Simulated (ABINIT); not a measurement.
# MoS2 (P6_3/mmc): G0W0 with ABINIT, start to end, part 3 of 3

Wanted: ground state, empty states, screening and self-energy for MoS2 (P6_3/mmc).

ABINIT 10.8.3; LDA and many-body steps on it, plane waves. Known limits of the many-body steps: not at the basis limit; no spin-orbit coupling; coarse k mesh.

So far. Step 3 (Bands along the symmetry lines): The gap is 0.817 eV, as in the run before at this level. Step 4 (Empty states on the mesh, 3×3×1 mesh, 433 bands): On this mesh the gap is 1.022 eV. The earlier step found 0.817 eV, so this mesh misses an edge.

The database entry behind the starting cell differs from later determinations by our own check (about 0.3 % long), so it need not match the best structure at ambient conditions.

## 5. Screening, 3×3×1 mesh, 395 bands, screening to 179.6 eV

The RPA dielectric matrix is built and inverted for each q.

This step: RPA screening on LDA, plane waves, norm-conserving pseudopotentials.

run.abi reads:

```
acell 3*1.0 Angstrom
rprim 
  3.169000000004 -0.000000000001 0.000000000000
  -1.584500000001 2.744434504597 0.000000000000
  0.000000000000 0.000000000000 12.324000000000
ntypat 2
znucl 42 16
natom 6
typat 1 1 2 2 2 2
xred 
  0.333333333333 0.666666666667 0.250000000000
  0.666666666667 0.333333333333 0.750000000000
  0.333333333333 0.666666666667 0.623000000000
  0.666666666667 0.333333333333 0.123000000000
  0.333333333333 0.666666666667 0.877000000000
  0.666666666667 0.333333333333 0.377000000000
pp_dirpath "pseudos"
pseudos "Mo.upf, S.upf"
ecut 36
ngkpt 3 3 1
nshiftk 1
shiftk 0 0 0
kptopt 1
chksymbreak 0
istwfk *1
occopt 1
irdwfk 1
optdriver 3
nband 395
ecuteps 6.6
inclvkb 2
awtr 1
symchi 1
indata_prefix "in"
outdata_prefix "out"
tmpdata_prefix "tmp"
```

Launch:

```
$ OMP_NUM_THREADS=1 mpirun -n 4 abinit run.abi > log
```

Numbers of over 12 decimals in the logs are rounded to 6 here.

The program printed:

```text
.Version 10.8.3 of ABINIT. v10.8.2 released Aug 2026.

 Symmetries : space group P6_3/m m c (#194); Bravais hP (primitive hexag.)
[... echo of the input left out ...]
== DATASET  1 ==================================================================
-   mpi_nproc: 4, omp_nthreads: 1 (-1 if OMP is not activated)

--- !DatasetInfo
iteration_state: {dtset: 1, }
dimensions: {natom: 6, nkpt: 3, mband: 395, nsppol: 1, nspinor: 1, nspden: 1, mpw: 7476, }
cutoff_energies: {ecut:  36.0, pawecutdg:  -1.0, }
electrons: {nelect:   5.20000000E+01, charge:   0.00000000E+00, occopt:   1.00000000E+00, tsmear:   1.00000000E-02, }

 SCREENING: Calculation of the susceptibility and dielectric matrices

 Based on a program developped by R.W. Godby, V. Olevano, G. Onida, and L. Reining.
 Incorporated in ABINIT by V. Olevano, G.-M. Rignanese, and M. Torrent.
.Using double precision arithmetic ; gwpc =  8

[... cell and pseudopotentials left out ...]
--------------------------------------------------------------------------------

 ==== K-mesh for the wavefunctions ====
 Number of points in the irreducible wedge :     3
[... list of points left out ...]
 Together with 24 symmetry operations and time-reversal symmetry
 yields     9 points in the full Brillouin Zone.

 ==== Q-mesh for the screening function ====
 Number of points in the irreducible wedge :     3
[... list of points left out ...]
 Together with 24 symmetry operations and time-reversal symmetry
 yields     9 points in the full Brillouin Zone.

 setmesh: FFT mesh size selected  =    20x   20x   90
          total number of points  =        36000

 vcoul_init : cutoff-mode = AUXILIARY_FUNCTION
 q-points for optical limit:   1
     1)      0.000010    0.000020    0.000030

- screening: taking advantage of time-reversal symmetry
- Maximum band index for partially occupied states nbvw = 26
- Remaining bands to be divided among processors   nbcw = 369
- Number of bands treated by each node ~92

 Number of electrons calculated from density =   52.0000; Expected =   52.0000
 average of density, n =  0.071892
 r_s =    1.4919
 omega_plasma =   25.8640 [eV]

 calculating chi0 at frequencies [eV] :
  1    0.000000E+00    0.000000E+00
  2    0.000000E+00    2.586399E+01

--------------------------------------------------------------------------------
  q-point number  1        q = ( 0.000000, 0.000000, 0.000000) [r.l.u.]
--------------------------------------------------------------------------------
[... chi0 elements left out ...]
 For q-point:  0.000010 0.000020 0.000030
  dielectric constant =  17.3838
  dielectric constant without local fields =  19.6913

  Average fulfillment of the sum rule on Im[epsilon] for q-point    1 :     88.48  [%]
[... wings left out ...]
  q-point number  2        q = ( 0.333333, 0.000000, 0.000000) [r.l.u.]
--------------------------------------------------------------------------------
[... chi0 elements left out ...]
  Average fulfillment of the sum rule on Im[epsilon] for q-point    2 :     87.43  [%]

 [... 1 further q-points ...]
```

Wall time 96 s (4 MPI ranks of Arm Neoverse V1, shared host); peak memory 1.5 GiB; 6.4 min of CPU time.

Numbers from this step:

```
ε∞ with local fields, on this mesh, along the program's q direction : 17.38
the same without local fields                                       : 19.69
plasma frequency                                                    : 25.86 eV
plane waves in the screening matrix                                 : 585
```

Local fields lower ε∞ by 12 %. On a Γ-centred mesh this coarse the value itself is usually too large, while a short band sum pulls it down.

## 6. Self-energy, 3×3×1 mesh, 395 bands, screening to 179.6 eV

The self-energy is evaluated for the states that the input lists, and the levels follow from it, in one-shot runs by the linearised quasiparticle equation.

This step: G0W0 on LDA, plane waves, norm-conserving pseudopotentials.

Changes to run.abi since step 5:

```diff
@@ -27,8 +27,19 @@
 irdwfk 1
-optdriver 3
+optdriver 4
 nband 395
+gwcalctyp 0
+ecutsigx 36
+symsigma 1
+nkptgw 3
+kptgw 
+  0.0000000000 0.0000000000 0.0000000000
+  0.3333333333 0.0000000000 0.0000000000
+  0.3333333333 0.3333333333 0.0000000000
+bdgw 
+  13 32
+  13 32
+  13 32
 ecuteps 6.6
-inclvkb 2
-awtr 1
-symchi 1
+irdscr 1
+ppmodel 1
 indata_prefix "in"
```

The program printed:

```text
.Version 10.8.3 of ABINIT. v10.8.2 released Aug 2026.

 Symmetries : space group P6_3/m m c (#194); Bravais hP (primitive hexag.)
[... echo of the input left out ...]
== DATASET  1 ==================================================================
-   mpi_nproc: 4, omp_nthreads: 1 (-1 if OMP is not activated)

--- !DatasetInfo
iteration_state: {dtset: 1, }
dimensions: {natom: 6, nkpt: 3, mband: 395, nsppol: 1, nspinor: 1, nspden: 1, mpw: 7476, }
cutoff_energies: {ecut:  36.0, pawecutdg:  -1.0, }
electrons: {nelect:   5.20000000E+01, charge:   0.00000000E+00, occopt:   1.00000000E+00, tsmear:   1.00000000E-02, }

 SIGMA: Calculation of the GW corrections

 Based on a program developped by R.W. Godby, V. Olevano, G. Onida, and L. Reining.
 Incorporated in ABINIT by V. Olevano, G.-M. Rignanese, and M. Torrent.
.Using double precision arithmetic ; gwpc =  8

[... cell and pseudopotentials left out ...]
--------------------------------------------------------------------------------

 ==== K-mesh for the wavefunctions ====
 Number of points in the irreducible wedge :     3
[... list of points left out ...]
 Together with 24 symmetry operations and time-reversal symmetry
 yields     9 points in the full Brillouin Zone.

 ==== Q-mesh for screening function ====
 Number of points in the irreducible wedge :     3
[... list of points left out ...]
 Together with 24 symmetry operations and time-reversal symmetry
 yields     9 points in the full Brillouin Zone.

 vcoul_init : cutoff-mode = AUXILIARY_FUNCTION
 q-points for optical limit:   1
     1)      0.000010    0.000020    0.000030
 setmesh: FFT mesh size selected  =    32x   32x  128
          total number of points  =       131072

 Number of electrons calculated from density =   52.0000; Expected =   52.0000
 average of density, n =  0.071892
 r_s =    1.4919
 omega_plasma =   25.8640 [eV]

 === KS Band Gaps ===
  >>>> For spin  1
   Minimum direct gap =   1.6485 [eV], located at k-point      :   0.3333  0.3333  0.0000
   Fundamental gap    =   1.0221 [eV], Top of valence bands at :   0.0000  0.0000  0.0000
                                       Bottom of conduction at :   0.3333  0.3333  0.0000
 SIGMA fundamental parameters:
 PLASMON POLE MODEL  1
 number of plane-waves for SigmaX                 7437
 number of plane-waves for SigmaC and W            585
 number of plane-waves for wavefunctions          7437
 number of bands                                   395
 number of independent spin polarizations            1
 number of spinorial components                      1
 number of k-points in IBZ                           3
 number of q-points in IBZ                           3
 number of symmetry operations                      24
 number of k-points in BZ                            9
 number of q-points in BZ                            9
 number of frequencies for dSigma/dE                 9
 frequency step for dSigma/dE [eV]                0.25
 number of omega for Sigma on real axis              0
 max omega for Sigma on real axis  [eV]           0.00
 zcut for avoiding poles [eV]                     0.10

 EPSILON^-1 parameters (SCR file):
 dimension of the eps^-1 matrix on file            585
 dimension of the eps^-1 matrix used               585
 number of plane-waves for wavefunctions          7437
 number of bands                                   395
 number of q-points in IBZ                           3
 number of frequencies                               2
 number of real frequencies                          1
 number of imag frequencies                          1

 matrix elements of self-energy operator (all in [eV])

 Perturbative Calculation

--- !SelfEnergy_ee
iteration_state: {dtset: 1, }
kpoint     : [   0.000,    0.000,    0.000, ]
spin       : 1
KS_gap     :    2.083
QP_gap     :    2.502
Delta_QP_KS:    0.419
data: !SigmaeeData |
     Band     E0 <VxcDFT>   SigX SigC(E0)      Z dSigC/dE  Sig(E)    E-E0       E
       13   1.363 -12.553 -17.398   4.037   0.775  -0.290 -13.180  -0.627   0.736
       14   2.430 -13.569 -17.765   3.550   0.757  -0.322 -14.058  -0.489   1.941
       15   4.719 -12.157 -15.822   2.744   0.772  -0.295 -12.868  -0.712   4.007
       16   4.983 -15.727 -18.596   2.512   0.757  -0.321 -15.997  -0.271   4.712
       17   4.983 -15.727 -18.596   2.512   0.757  -0.321 -15.997  -0.271   4.712
       18   4.996 -15.750 -18.599   2.498   0.759  -0.317 -16.016  -0.266   4.730
       19   4.996 -15.750 -18.599   2.498   0.759  -0.317 -16.016  -0.266   4.730
       20   6.083 -16.068 -18.282   1.804   0.769  -0.300 -16.383  -0.316   5.768
       21   6.083 -16.068 -18.282   1.804   0.769  -0.300 -16.383  -0.316   5.768
       22   6.130 -16.160 -18.330   1.774   0.770  -0.299 -16.464  -0.304   5.826
[...]
--- !SelfEnergy_ee
iteration_state: {dtset: 1, }
kpoint     : [   0.333,    0.000,    0.000, ]
spin       : 1
KS_gap     :    2.900
QP_gap     :    3.430
Delta_QP_KS:    0.531
data: !SigmaeeData |
     Band     E0 <VxcDFT>   SigX SigC(E0)      Z dSigC/dE  Sig(E)    E-E0       E
[...]
--- !SelfEnergy_ee
iteration_state: {dtset: 1, }
kpoint     : [   0.333,    0.333,    0.000, ]
spin       : 1
KS_gap     :    1.648
QP_gap     :    2.238
Delta_QP_KS:    0.589
data: !SigmaeeData |
     Band     E0 <VxcDFT>   SigX SigC(E0)      Z dSigC/dE  Sig(E)    E-E0       E
[...]
28   9.291 -17.585 -12.654  -4.341   0.767  -0.304 -17.132   0.452   9.743
       29  10.008 -14.573  -9.752  -4.397   0.784  -0.275 -14.241   0.332  10.341
       30  11.071 -17.252 -12.041  -4.764   0.757  -0.320 -16.914   0.338  11.409
       31  11.071 -17.252 -12.041  -4.764   0.757  -0.320 -16.914   0.338  11.409
       32  11.097 -16.194 -10.846  -4.856   0.771  -0.297 -15.815   0.379  11.476

 New Fermi energy :        3.268867E-01 Ha ,    8.895039E+00 eV

 === QP Band Gaps ===
  >>>> For spin  1
   Minimum direct gap =   2.2378 [eV], located at k-point      :   0.3333  0.3333  0.0000
   Fundamental gap    =   1.6961 [eV], Top of valence bands at :   0.0000  0.0000  0.0000
                                       Bottom of conduction at :   0.3333  0.3333  0.0000

== END DATASET(S) ==============================================================
================================================================================

 -outvars: echo values of variables after computation  --------
           etotal      0.0000000000E+00
            nband         395
             nkpt           3
          spgroup         194
 [... the other variables as echoed above ...]

 Calculation completed.
```

The job ended after 6.9 min (4 MPI ranks; peak memory 1.6 GiB).

This step gave:

- G0W0 gap on the points computed: 1.696 eV
- starting gap on the mesh: 1.022 eV
- k of the valence top: 0, 0, 0
- k of the conduction bottom: 0.3333, 0.3333, 0
- Z at the valence top: 0.767
- Z at the conduction bottom: 0.767
- least direct G0W0 gap on the computed points: 2.238 eV

The gap on the mesh goes from 1.02 eV to 1.70 eV, a correction of +0.67 eV. The start differs from the 0.82 eV found before because the two sample other k points.

Limits: finite bands, cutoff and mesh; no spin-orbit coupling; coarse k mesh. v1 is the top filled band, c1 the lowest empty one. The levels before and after the correction (eV, zero at the valence-band top of each column):

|  | conduction bottom | valence top |
| --- | --- | --- |
| Kohn-Sham | 1.02 | 0.00 |
| G0W0 | 1.70 | 0.00 |

|  | level | energy (eV) |
| --- | --- | --- |
| Kohn-Sham | Γ v3 | -1.201 |
| Kohn-Sham | Γ v2 | -1.160 |
| Kohn-Sham | Γ v1 | 0.000 |
| Kohn-Sham | Γ c1-c2 | 2.083 |
| Kohn-Sham | Γ c3 | 2.111 |
| Kohn-Sham | (0.333 0.333 0) v3 | -2.676 |
| Kohn-Sham | (0.333 0.333 0) v2 | -0.800 |
| Kohn-Sham | (0.333 0.333 0) v1 | -0.626 |
| Kohn-Sham | (0.333 0.333 0) c1-c2 | 1.022 |
| Kohn-Sham | (0.333 0.333 0) c3 | 1.740 |
| G0W0 | Γ v3 | -1.141 |
| G0W0 | Γ v2 | -1.631 |
| G0W0 | Γ v1 | 0.000 |
| G0W0 | Γ c1-c2 | 2.502 |
| G0W0 | Γ c3 | 2.518 |
| G0W0 | (0.333 0.333 0) v3 | -3.037 |
| G0W0 | (0.333 0.333 0) v2 | -0.713 |
| G0W0 | (0.333 0.333 0) v1 | -0.542 |
| G0W0 | (0.333 0.333 0) c1-c2 | 1.696 |
| G0W0 | (0.333 0.333 0) c3 | 2.294 |

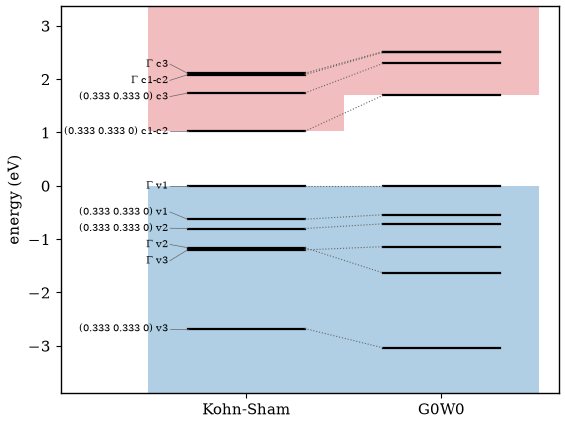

Levels before and after the correction. Shaded: valence and conduction bands.

## 7. Where the time went

Times are wall times on the hardware named with each run, good to a factor of about two.

| step | time | share | memory (GiB) |
| --- | --- | --- | --- |
| ground state | 46 s | 5 % | 0.43 |
| bands along the symmetry lines | 94 s | 10 % | 0.63 |
| empty states on the mesh | 4.2 min | 28 % | 0.44 |
| screening | 96 s | 11 % | 1.5 |
| self-energy | 6.9 min | 46 % | 1.6 |

## 8. Outcome

```json
{
  "LDA gap": "0.82 eV, indirect",
  "G0W0 gap on the mesh": "1.70 eV",
  "G0W0 gap over the zone (rigid shift)": "1.49 eV",
  "GW settings": "3×3×1 mesh, 395 bands, screening to 179.6 eV, Godby-Needs plasmon pole",
  "known limits": "not at the basis limit; no spin-orbit coupling; coarse k mesh"
}
```

**Reading.** G0W0 moves the gap on the mesh from 1.02 eV to 1.70 eV (+0.67 eV), with Z of 0.77 and 0.77 at the edges. The mesh misses the band edges by 0.20 eV in all; a rigid shift gives 1.49 eV for the zone. Local fields lower the RPA ε∞ on this mesh from 19.69 to 17.38; a Γ-centred mesh this coarse tends to raise both, most where the direct gap is narrow, while a short band sum lowers them. The dearest step here is «self-energy». Bands and cutoff are finite, so the gap is not at the basis limit. The miss can reach some tenths of an eV and take either sign; the mesh is an error of its own. A denser mesh or path gives a starting gap of 0.82 eV: the GW mesh misses a band edge, so its gaps are not the fundamental one. The 3×3×1 mesh is coarse for this cell, which bears on the long-range parts of exchange and screening. The many-body steps are scalar-relativistic: spin-orbit coupling is not in them.

[Paths, hosts, dates, memory and timing lines, banners, echoed tables and standing remarks are left out of the program output.]

[Logs are printed without paths, hosts, clocks, repeated set-up lines and the standing remarks that a program may print on its own settings, such as how far it seeks lower states.]

[Runs of the session that timed out or met a known fault of the program may be left out.]

[Hosts, paths, dates, database ids (printed as entryN), source tags and the programs' standing remarks are cut or masked in the printed files.]

[G0W0 gaps are taken among the corrected bands and points alone; a level outside them can change the order at an edge.]

[Where Ansatz stands beside ABINIT at settings called matched, ABINIT's density can come from a denser mesh and the files from another edition; pairs whose starting gaps differed by over 0.03 eV were left out, so agreement reads better than it is.]
